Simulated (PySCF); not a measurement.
```yaml
atoms:
  - { symbol: C, position_ang: [2.8265, -0.8209, -0.3416] }
  - { symbol: C, position_ang: [1.7416, -0.2294, 0.1577] }
  - { symbol: C, position_ang: [0.5039, 0.0583, -0.6400] }
  - { symbol: C, position_ang: [0.2891, 1.5785, -0.7576] }
  - { symbol: C, position_ang: [-0.1296, 2.1914, 0.5866] }
  - { symbol: Al, position_ang: [-1.1223, 0.7604, 1.5786] }
  - { symbol: N, position_ang: [-0.7112, -0.5477, 0.0003] }
  - { symbol: C, position_ang: [-0.4916, -1.9330, 0.4280] }
  - { symbol: C, position_ang: [-1.8493, -0.5043, -0.9273] }
  - { symbol: H, position_ang: [2.8570, -1.1833, -1.3746] }
  - { symbol: H, position_ang: [3.7290, -0.9558, 0.2596] }
  - { symbol: H, position_ang: [1.7446, 0.1272, 1.1953] }
  - { symbol: H, position_ang: [0.6211, -0.3954, -1.6432] }
  - { symbol: H, position_ang: [1.2179, 2.0094, -1.1693] }
  - { symbol: H, position_ang: [-0.4812, 1.7673, -1.5230] }
  - { symbol: H, position_ang: [-0.7055, 3.1156, 0.4215] }
  - { symbol: H, position_ang: [0.7606, 2.4903, 1.1666] }
  - { symbol: H, position_ang: [-0.3659, 0.0798, 2.8267] }
  - { symbol: H, position_ang: [-2.7292, 0.7657, 1.6319] }
  - { symbol: H, position_ang: [0.3161, -1.9782, 1.1672] }
  - { symbol: H, position_ang: [-0.2293, -2.5763, -0.4306] }
  - { symbol: H, position_ang: [-1.4113, -2.3135, 0.8934] }
  - { symbol: H, position_ang: [-2.7273, -0.9530, -0.4456] }
  - { symbol: H, position_ang: [-1.6165, -1.0579, -1.8546] }
  - { symbol: H, position_ang: [-2.1025, 0.5317, -1.1814] }
```

Geometry: PBE0-D3(BJ)/def2-SVP.

Theory: PBE0/pcSseg-1, SCF density, gas phase, non-relativistic (PySCF).

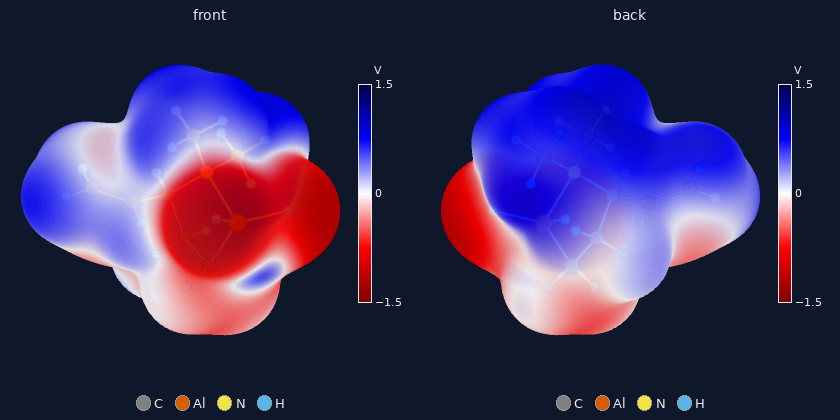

C7H16AlN. The molecular electrostatic potential painted on the density surface at 0.001 e/bohr³, seen from the front and from behind; red is negative and blue positive.

Where is the surface potential most negative and most positive?

The most negative region (about −1.2 V) lies over H18 and H19, the most positive (about +1.0 V) over H13, H21 and H24.

How polar is the molecule by this calculation?

Its dipole moment is 4.46 D.
